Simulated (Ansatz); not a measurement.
**Geometry relaxation of CH$_{6}$FOPSi (part 1 of 2)**

The run: geometry relaxation of CH$_{6}$FOPSi. Method and program: RKS PBE0-D4/def2-SVP (Ansatz 0.2.0).

It belongs to a series of runs on one base structure; here: end point B relaxed. Figures and captions count atoms from 1; the log counts them from 0 in places.

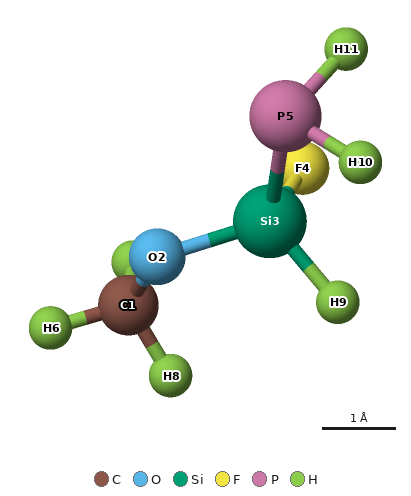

*The structure as given in the input (ball-and-stick view, seen at an oblique angle; atoms are numbered from 1 in the order of the input).*

## Key numbers

- outcome: converged
- total energy: −23044.8990 eV
- mean-field energy: −23044.6975 eV
- largest force (length of the vector) at the end: 0.012 eV/Å
- hardware: 2 threads of Intel Xeon (Granite Rapids), 16 GiB of memory available, shared host
- wall time: 51 s (CPU time 98 s)
- peak memory: 0.25 GiB

## Input file
```yaml
crystal:
  periodic: [false, false, false]
  atoms:
    - { symbol: C, position_ang: [-1.4889, 0.8654, -0.4982] }
    - { symbol: O, position_ang: [-0.6378, -0.177, -0.3732] }
    - { symbol: Si, position_ang: [0.8719, 0.1577, 0.1449] }
    - { symbol: F, position_ang: [0.8734, 1.1141, 1.4408] }
    - { symbol: P, position_ang: [1.8524, -1.76, 0.7016] }
    - { symbol: H, position_ang: [-2.4875, 0.5315, -0.8853] }
    - { symbol: H, position_ang: [-1.7044, 1.3946, 0.459] }
    - { symbol: H, position_ang: [-1.1323, 1.6634, -1.2417] }
    - { symbol: H, position_ang: [1.6738, 0.856, -0.8681] }
    - { symbol: H, position_ang: [2.97007, -1.61069, -0.08573] }
    - { symbol: H, position_ang: [2.46833, -1.26171, 1.90667] }
basis:
  gaussian: { orbitals: def2-SVP }
hamiltonian:
  xc: pbe0
  dispersion: d4
relax:
  f_tol: 0.015
  max_steps: 40
```

Command:
```bash
ansatz run input.yaml --threads 2 --pin off --max-ram 3072MiB --backend cpu --events-out ev --progress --plain --runs-dir out
```

## Output
```
The last accepted step is kept in [file] (removed where the run ends without a failure and the disk answers)
Engine: ansatz 0.2.0, x86_64-unknown-linux-gnu
Functional definition: PBE0
  parameter a = 0.25
  parameter kappa = 0.804
  parameter beta = 0.06672455060314922
  exchange = (1 - a)*pbe_x(kappa = kappa, mu = beta*pi^2/3) + a*exact_x
  correlation = pbe_c(beta = beta)
1116 factors; integrals over basis functions are off by at most 3.7e-4 eV
mean field evaluation 1: about -23040.0913 eV, gradient 4.8e1 eV
mean field evaluation 2: about -23035.8237 eV, gradient 6.9e1 eV
mean field evaluation 4: about -23044.3576 eV, gradient 2.6e0 eV
mean field evaluation 8: about -23044.3830 eV, gradient 2.9e-2 eV
mean field -23044.38295649 eV, -846.8654536071 hartree, gradient 6.4e-5 eV, S^2 0.000000; 0 other end points of the search recorded, 0 dependent functions left out
the calculation of the forces begins
reference -23044.38298225 eV, -846.8654545540 hartree; 29, 29 occupied and 79, 79 virtual orbitals, 1116 factors
relax step   1: F+E_penalty+E_count = -23044.58492383 eV  Δ(F+E_penalty+E_count) = +0.000e0 eV  max|allowed force component| = 2.440e0 eV/Å  Δτ_max = 0.0000 Å  (24 SCF iters, accepted)
these checks for a lower state are left out or cut short: starts, cluster_reference, orbital_swaps, neighbouring_geometries, increment
1116 factors; integrals over basis functions are off by at most 3.7e-4 eV
mean field evaluation 16: about -23044.5582 eV, gradient 1.2e-1 eV
mean field -23044.57243780 eV, -846.8724169169 hartree, gradient 1.5e-5 eV, S^2 0.000000; 0 other end points of the search recorded, 0 dependent functions left out
[... from here on the field's lines of each further geometry are left out, up to the last ...]
relax step   2: F+E_penalty+E_count = -23044.77486130 eV  Δ(F+E_penalty+E_count) = -1.899e-1 eV  max|allowed force component| = 1.004e0 eV/Å  Δτ_max = 0.1039 Å  (27 SCF iters, accepted)
relax step   3: F+E_penalty+E_count = -23044.83279035 eV  Δ(F+E_penalty+E_count) = -5.793e-2 eV  max|allowed force component| = 3.262e-1 eV/Å  Δτ_max = 0.1273 Å  (28 SCF iters, accepted)
relax step   4: F+E_penalty+E_count = -23044.83660287 eV  Δ(F+E_penalty+E_count) = -3.813e-3 eV  max|allowed force component| = 5.868e-1 eV/Å  Δτ_max = 0.1104 Å  (27 SCF iters, accepted)
relax step   5: F+E_penalty+E_count = -23044.84884365 eV  Δ(F+E_penalty+E_count) = -1.224e-2 eV  max|allowed force component| = 2.797e-1 eV/Å  Δτ_max = 0.0996 Å  (28 SCF iters, accepted)
relax step   6: F+E_penalty+E_count = -23044.85417894 eV  Δ(F+E_penalty+E_count) = -5.335e-3 eV  max|allowed force component| = 6.327e-2 eV/Å  Δτ_max = 0.0325 Å  (28 SCF iters, accepted)
relax step   7: F+E_penalty+E_count = -23044.85514462 eV  Δ(F+E_penalty+E_count) = -9.657e-4 eV  max|allowed force component| = 1.477e-2 eV/Å  Δτ_max = 0.0215 Å  (28 SCF iters, accepted)
relax step   8: F+E_penalty+E_count = -23044.85557314 eV  Δ(F+E_penalty+E_count) = -4.285e-4 eV  max|allowed force component| = 3.166e-2 eV/Å  Δτ_max = 0.0220 Å  (28 SCF iters, accepted)
relax step   9: F+E_penalty+E_count = -23044.85611737 eV  Δ(F+E_penalty+E_count) = -5.442e-4 eV  max|allowed force component| = 4.507e-2 eV/Å  Δτ_max = 0.0420 Å  (28 SCF iters, accepted)
relax step  10: F+E_penalty+E_count = -23044.85590734 eV  Δ(F+E_penalty+E_count) = +2.100e-4 eV  max|allowed force component| = 2.362e-1 eV/Å  Δτ_max = 0.0978 Å  (28 SCF iters, rejected (line search))
relax step  11: F+E_penalty+E_count = -23044.85713172 eV  Δ(F+E_penalty+E_count) = -1.014e-3 eV  max|allowed force component| = 5.372e-2 eV/Å  Δτ_max = 0.0489 Å  (28 SCF iters, accepted)
relax step  12: F+E_penalty+E_count = -23044.85935478 eV  Δ(F+E_penalty+E_count) = -2.223e-3 eV  max|allowed force component| = 2.209e-1 eV/Å  Δτ_max = 0.0975 Å  (28 SCF iters, accepted)
relax step  13: F+E_penalty+E_count = -23044.85915642 eV  Δ(F+E_penalty+E_count) = +1.984e-4 eV  max|allowed force component| = 3.890e-1 eV/Å  Δτ_max = 0.1096 Å  (28 SCF iters, rejected (line search))
relax step  14: F+E_penalty+E_count = -23044.86389894 eV  Δ(F+E_penalty+E_count) = -4.544e-3 eV  max|allowed force component| = 1.341e-1 eV/Å  Δτ_max = 0.0548 Å  (28 SCF iters, accepted)
relax step  15: F+E_penalty+E_count = -23044.86863577 eV  Δ(F+E_penalty+E_count) = -4.737e-3 eV  max|allowed force component| = 9.041e-2 eV/Å  Δτ_max = 0.0745 Å  (28 SCF iters, accepted)
relax step  16: F+E_penalty+E_count = -23044.87411225 eV  Δ(F+E_penalty+E_count) = -5.476e-3 eV  max|allowed force component| = 1.827e-1 eV/Å  Δτ_max = 0.1117 Å  (28 SCF iters, accepted)
relax step  17: F+E_penalty+E_count = -23044.87345676 eV  Δ(F+E_penalty+E_count) = +6.555e-4 eV  max|allowed force component| = 4.367e-1 eV/Å  Δτ_max = 0.1460 Å  (28 SCF iters, rejected (line search))
relax step  18: F+E_penalty+E_count = -23044.87994219 eV  Δ(F+E_penalty+E_count) = -5.830e-3 eV  max|allowed force component| = 9.617e-2 eV/Å  Δτ_max = 0.0730 Å  (28 SCF iters, accepted)
relax step  19: F+E_penalty+E_count = -23044.88478282 eV  Δ(F+E_penalty+E_count) = -4.841e-3 eV  max|allowed force component| = 8.581e-2 eV/Å  Δτ_max = 0.0827 Å  (27 SCF iters, accepted)
relax step  20: F+E_penalty+E_count = -23044.88819869 eV  Δ(F+E_penalty+E_count) = -3.416e-3 eV  max|allowed force component| = 1.972e-1 eV/Å  Δτ_max = 0.1226 Å  (27 SCF iters, accepted)
relax step  21: F+E_penalty+E_count = -23044.88642097 eV  Δ(F+E_penalty+E_count) = +1.778e-3 eV  max|allowed force component| = 4.031e-1 eV/Å  Δτ_max = 0.1148 Å  (27 SCF iters, rejected (line search))
relax step  22: F+E_penalty+E_count = -23044.89309967 eV  Δ(F+E_penalty+E_count) = -4.901e-3 eV  max|allowed force component| = 6.750e-2 eV/Å  Δτ_max = 0.0574 Å  (28 SCF iters, accepted)
relax step  23: F+E_penalty+E_count = -23044.89609816 eV  Δ(F+E_penalty+E_count) = -2.998e-3 eV  max|allowed force component| = 3.862e-2 eV/Å  Δτ_max = 0.0949 Å  (28 SCF iters, accepted)
relax step  24: F+E_penalty+E_count = -23044.89539003 eV  Δ(F+E_penalty+E_count) = +7.081e-4 eV  max|allowed force component| = 2.604e-1 eV/Å  Δτ_max = 0.1388 Å  (26 SCF iters, rejected (line search))
relax step  25: F+E_penalty+E_count = -23044.89702470 eV  Δ(F+E_penalty+E_count) = -9.265e-4 eV  max|allowed force component| = 7.723e-2 eV/Å  Δτ_max = 0.0693 Å  (28 SCF iters, accepted)
relax step  26: F+E_penalty+E_count = -23044.89798120 eV  Δ(F+E_penalty+E_count) = -9.565e-4 eV  max|allowed force component| = 7.582e-2 eV/Å  Δτ_max = 0.0652 Å  (28 SCF iters, accepted)
relax step  27: F+E_penalty+E_count = -23044.89816370 eV  Δ(F+E_penalty+E_count) = -1.825e-4 eV  max|allowed force component| = 6.722e-2 eV/Å  Δτ_max = 0.0335 Å  (29 SCF iters, accepted)
relax step  28: F+E_penalty+E_count = -23044.89854839 eV  Δ(F+E_penalty+E_count) = -3.847e-4 eV  max|allowed force component| = 2.263e-2 eV/Å  Δτ_max = 0.0353 Å  (29 SCF iters, accepted)
relax step  29: F+E_penalty+E_count = -23044.89879752 eV  Δ(F+E_penalty+E_count) = -2.491e-4 eV  max|allowed force component| = 3.393e-2 eV/Å  Δτ_max = 0.0161 Å  (29 SCF iters, accepted)
relax step  30: F+E_penalty+E_count = -23044.89886267 eV  Δ(F+E_penalty+E_count) = -6.515e-5 eV  max|allowed force component| = 2.581e-2 eV/Å  Δτ_max = 0.0085 Å  (22 SCF iters, accepted)
relax step  31: F+E_penalty+E_count = -23044.89891281 eV  Δ(F+E_penalty+E_count) = -5.014e-5 eV  max|allowed force component| = 1.629e-2 eV/Å  Δτ_max = 0.0063 Å  (22 SCF iters, accepted)
the calculation of the forces begins
reference -23044.69746398 eV, -846.8770115444 hartree; 29, 29 occupied and 79, 79 virtual orbitals, 1116 factors
relax step  32: F+E_penalty+E_count = -23044.89893035 eV  Δ(F+E_penalty+E_count) = -1.754e-5 eV  max|allowed force component| = 9.916e-3 eV/Å  Δτ_max = 0.0067 Å  (21 SCF iters, accepted)
```

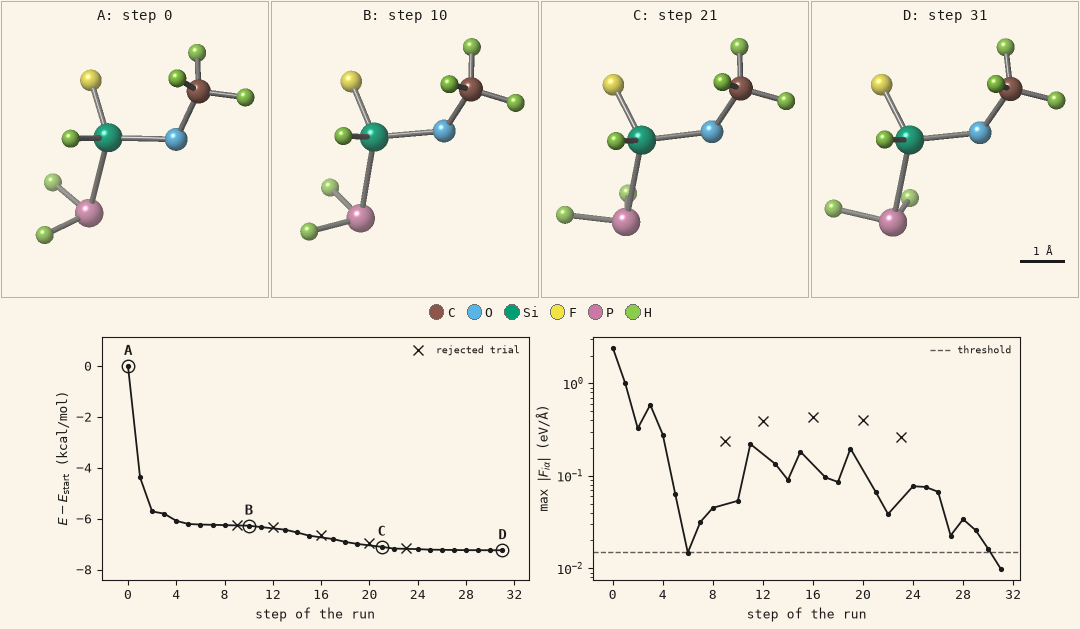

*Frames of the relaxation (ball-and-stick view, seen at a tilt) above the curves, on which the letters mark them (the first geometry is step 0 here and step 1 in the log).*

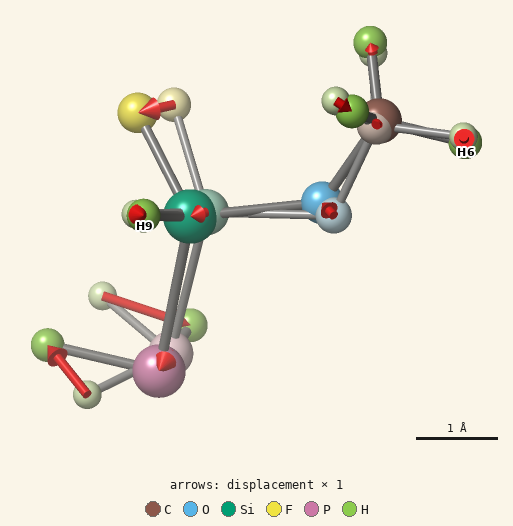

*Start (faint) and end (solid) with the displacements as red arrows, at true length (ball-and-stick view, seen at a tilt). The two geometries are laid on each other by the best rigid fit.*

The atom that moves furthest after the best rigid fit is H11 (1.15 Å). By element the largest moves are H 1.15 Å, F 0.50 Å, P 0.45 Å, O 0.29 Å, Si 0.25 Å, C 0.10 Å. Among the contacts that change: P5–H10 1.375 → 1.430 Å, C1–O2 1.352 → 1.405 Å, C1–H8 1.148 → 1.105 Å, Si3–H9 1.469 → 1.491 Å. Among the angles that change: C1–O2–Si3 117.0° → 125.8°, Si3–P5–H10 97.0° → 92.2°, F4–Si3–P5 108.1° → 112.4°. After 31 geometry steps the energy has fallen by 7.24 kcal/mol. Largest force component: 2.4 eV/Å at the start, 0.0099 eV/Å at the end. The line search rejected the trial steps at points 9, 12, 16, 20, 23 (counted from 0) and went back. (Atoms are counted from 1 in the order of the input.)

```
1116 factors; integrals over basis functions are off by at most 3.7e-4 eV
mean field -23044.69743722 eV, -846.8770105609 hartree, gradient 2.4e-5 eV, S^2 0.000000; 1 other end points of the search recorded, 0 dependent functions left out
the calculation of the forces begins
reference -23044.69746398 eV, -846.8770115444 hartree; 29, 29 occupied and 79, 79 virtual orbitals, 1116 factors
Total energy: -23044.89895712 eV, -846.8844162805 hartree
Atom 0 at    -1.543459     0.868690    -0.402021 Å, force     0.000607     0.001419     0.001525 eV/Å
Atom 1 at    -0.547599    -0.077445    -0.106922 Å, force     0.001539     0.001681     0.000995 eV/Å
Atom 2 at     1.067956     0.223441    -0.009213 Å, force     0.002616     0.005217    -0.009916 eV/Å
Atom 3 at     1.344947     1.257200     1.217381 Å, force    -0.001486    -0.002656    -0.000896 eV/Å
Atom 4 at     2.038703    -1.767108     0.317713 Å, force    -0.001364     0.000308     0.000924 eV/Å
Atom 5 at    -2.487247     0.337224    -0.593382 Å, force     0.001301     0.001110     0.000770 eV/Å
Atom 6 at    -1.701014     1.563936     0.440077 Å, force    -0.000876    -0.001345    -0.002499 eV/Å
Atom 7 at    -1.295538     1.462576    -1.300655 Å, force    -0.001215    -0.001426     0.001065 eV/Å
Atom 8 at     1.566699     0.914801    -1.232618 Å, force    -0.002554    -0.003088     0.006617 eV/Å
Atom 9 at     3.271422    -1.161254     0.714810 Å, force     0.000527     0.000021     0.001198 eV/Å
Atom 10 at     1.544131    -1.848761     1.655572 Å, force     0.000904    -0.001239     0.000218 eV/Å
Dipole moment:    -0.137356     0.142221    -0.115115 e Å
```

## Trajectory as extended XYZ (Å, eV, eV/Å), 32 frames, from step=1 to step=32
```
11
Properties=species:S:1:pos:R:3:forces:R:3 step=1 energy=-23044.58492
C    -1.4889    0.8654   -0.4982   -2.2525   2.4400  -1.1593
O    -0.6378   -0.1770   -0.3732    0.7113  -1.1749   0.3636
Si    0.8719    0.1577    0.1449    1.5016  -0.5842   0.0186
F     0.8734    1.1141    1.4408   -0.3668   0.3555   0.3873
P     1.8524   -1.7600    0.7016   -0.9126  -0.8031   1.1188
H    -2.4875    0.5315   -0.8853    0.5974   0.0135   0.1745
H    -1.7044    1.3946    0.4590    0.1981  -0.1818  -0.1848
H    -1.1323    1.6634   -1.2417   -0.2303  -0.7640   0.7099
H     1.6738    0.8560   -0.8681   -0.0566   0.3652  -0.3869
H     2.9701   -1.6107   -0.0857    0.9632   0.3109  -0.6982
H     2.4683   -1.2617    1.9067   -0.1527   0.0230  -0.3435
11
Properties=species:S:1:pos:R:3:forces:R:3 step=2 energy=-23044.77486
C    -1.4810    0.8648   -0.5019   -1.0037   1.0023  -0.5397
O    -0.5936   -0.1816   -0.3237    0.0134  -0.2196   0.1927
Si    0.9375    0.1482    0.1670    0.3825  -0.4738  -0.1916
F     0.9031    1.1252    1.4555   -0.0814   0.1721   0.3060
P     1.8101   -1.8534    0.7185   -0.1429   0.3014   0.1042
H    -2.4544    0.4887   -0.8764    0.2673  -0.0556   0.0845
H    -1.6897    1.4211    0.4344    0.0976  -0.1478  -0.0547
H    -1.1267    1.6197   -1.2507   -0.0284  -0.3206   0.2435
H     1.6368    0.9334   -0.8898    0.0731  -0.0549   0.0159
H     2.9138   -1.5362   -0.1127    0.3680  -0.1052  -0.0754
H     2.4030   -1.2565    1.8805    0.0544  -0.0983  -0.0856
11
Properties=species:S:1:pos:R:3:forces:R:3 step=3 energy=-23044.83279
C    -1.5276    0.9050   -0.5207   -0.2836   0.1850  -0.0957
O    -0.6350   -0.1537   -0.2923    0.0895   0.0483   0.1816
Si    0.9199    0.1317    0.1852    0.1757  -0.0777  -0.3262
F     0.9017    1.1020    1.4863   -0.0484   0.0314   0.1806
P     1.8527   -1.8544    0.7122    0.2233   0.1444  -0.0932
H    -2.4824    0.5045   -0.8933    0.0380  -0.0854   0.0163
H    -1.7381    1.4776    0.3999    0.0403  -0.0644   0.0145
H    -1.1543    1.6195   -1.2776    0.0815  -0.0385  -0.0200
H     1.6280    0.9170   -0.8729   -0.0041  -0.0742   0.0538
H     3.0222   -1.5994   -0.0913   -0.2445  -0.0344   0.0623
H     2.4718   -1.2763    1.8653   -0.0677  -0.0345   0.0261
11
Properties=species:S:1:pos:R:3:forces:R:3 step=4 energy=-23044.83660
C    -1.5480    0.9077   -0.5302   -0.0220  -0.0158   0.0911
O    -0.6452   -0.1154   -0.1893    0.2449   0.0563  -0.1674
Si    0.9393    0.1562    0.1837   -0.0213   0.0122   0.5868
F     0.9598    1.0795    1.5375    0.0503  -0.0846  -0.2788
P     1.8409   -1.8443    0.6822   -0.0072   0.0115  -0.0796
H    -2.4775    0.4408   -0.8915    0.0392   0.0853  -0.0386
H    -1.7872    1.5279    0.3526   -0.0211   0.0063  -0.0867
H    -1.1382    1.5644   -1.3213   -0.1134  -0.0199   0.0099
H     1.6776    0.9398   -0.8519   -0.1749  -0.0271  -0.0378
H     2.9880   -1.5780   -0.1284    0.0250  -0.0290   0.0097
H     2.4496   -1.3053    1.8572    0.0005   0.0048  -0.0086
11
Properties=species:S:1:pos:R:3:forces:R:3 step=5 energy=-23044.84884
C    -1.5588    0.9083   -0.5240    0.0422   0.0433  -0.1293
O    -0.6161   -0.0667   -0.1656   -0.2797  -0.1304   0.0000
Si    0.9607    0.1595    0.2149    0.1507   0.2748  -0.0742
F     1.0437    1.1182    1.5294    0.0273  -0.0461   0.0171
P     1.8349   -1.8517    0.6700    0.0125  -0.0793   0.0732
H    -2.4451    0.4124   -0.9460    0.0162  -0.0438  -0.0020
H    -1.8834    1.5038    0.3434    0.0302   0.0119   0.0913
H    -1.1613    1.6022   -1.2873   -0.0063   0.0064  -0.0003
H     1.6539    0.9111   -0.8732   -0.0105  -0.0143   0.0096
H     2.9997   -1.5978   -0.1186   -0.0071   0.0313  -0.0025
H     2.4307   -1.3260    1.8577    0.0244  -0.0539   0.0171
11
Properties=species:S:1:pos:R:3:forces:R:3 step=6 energy=-23044.85418
C    -1.5557    0.9097   -0.5302   -0.0469  -0.0374   0.0633
O    -0.6300   -0.0768   -0.1520    0.0050  -0.0062  -0.0424
Si    0.9557    0.1678    0.2136   -0.0201  -0.0147   0.0017
F     1.0473    1.1116    1.5354    0.0158   0.0440   0.0350
P     1.8375   -1.8491    0.6672    0.0010  -0.0208  -0.0243
H    -2.4495    0.4135   -0.9377    0.0145   0.0135   0.0002
H    -1.8637    1.5183    0.3372   -0.0003   0.0112  -0.0208
H    -1.1554    1.5874   -1.3051    0.0347   0.0014  -0.0162
H     1.6352    0.9207   -0.8789   -0.0101   0.0118  -0.0146
H     3.0017   -1.5729   -0.1154    0.0038  -0.0024   0.0003
H     2.4360   -1.3568    1.8666    0.0026  -0.0004   0.0178
11
Properties=species:S:1:pos:R:3:forces:R:3 step=7 energy=-23044.85515
C    -1.5549    0.9079   -0.5290    0.0147   0.0032  -0.0090
O    -0.6348   -0.0801   -0.1410   -0.0148  -0.0073   0.0099
Si    0.9520    0.1692    0.2184   -0.0033  -0.0042  -0.0036
F     1.0536    1.1139    1.5401    0.0037   0.0130   0.0047
P     1.8409   -1.8492    0.6566    0.0027  -0.0067  -0.0017
H    -2.4515    0.4154   -0.9336    0.0060  -0.0019   0.0018
H    -1.8595    1.5325    0.3279    0.0054  -0.0018  -0.0018
H    -1.1437    1.5709   -1.3124   -0.0078   0.0003   0.0034
H     1.6164    0.9263   -0.8812   -0.0016   0.0046  -0.0024
H     3.0107   -1.5616   -0.1130    0.0035   0.0049  -0.0028
H     2.4298   -1.3720    1.8679   -0.0087  -0.0042   0.0014
11
Properties=species:S:1:pos:R:3:forces:R:3 step=8 energy=-23044.85557
C    -1.5535    0.9067   -0.5287    0.0317   0.0075  -0.0099
O    -0.6398   -0.0819   -0.1252    0.0004   0.0198   0.0189
Si    0.9500    0.1710    0.2228   -0.0146  -0.0158  -0.0034
F     1.0640    1.1171    1.5433   -0.0024  -0.0099  -0.0154
P     1.8438   -1.8503    0.6438    0.0012   0.0189   0.0063
H    -2.4517    0.4137   -0.9287    0.0006   0.0011   0.0029
H    -1.8556    1.5459    0.3187    0.0051  -0.0115  -0.0115
H    -1.1352    1.5557   -1.3209   -0.0197  -0.0071   0.0161
H     1.6004    0.9303   -0.8840    0.0027  -0.0002   0.0014
H     3.0196   -1.5451   -0.1102    0.0041   0.0051   0.0068
H     2.4171   -1.3899    1.8698   -0.0090  -0.0080  -0.0122
11
Properties=species:S:1:pos:R:3:forces:R:3 step=9 energy=-23044.85612
C    -1.5541    0.9068   -0.5266    0.0385   0.0165  -0.0163
O    -0.6458   -0.0805   -0.1071   -0.0060   0.0325   0.0276
Si    0.9484    0.1709    0.2218    0.0076   0.0081   0.0003
F     1.0856    1.1190    1.5392   -0.0157  -0.0213  -0.0272
P     1.8501   -1.8510    0.6241    0.0395   0.0259   0.0133
H    -2.4538    0.4126   -0.9214   -0.0050  -0.0022   0.0052
H    -1.8548    1.5612    0.3101    0.0093  -0.0228  -0.0137
H    -1.1313    1.5420   -1.3282   -0.0211  -0.0154   0.0280
H     1.5803    0.9304   -0.8963    0.0067  -0.0144   0.0075
H     3.0427   -1.5157   -0.0924   -0.0195  -0.0020   0.0202
H     2.3917   -1.4224    1.8776   -0.0342  -0.0049  -0.0451
```
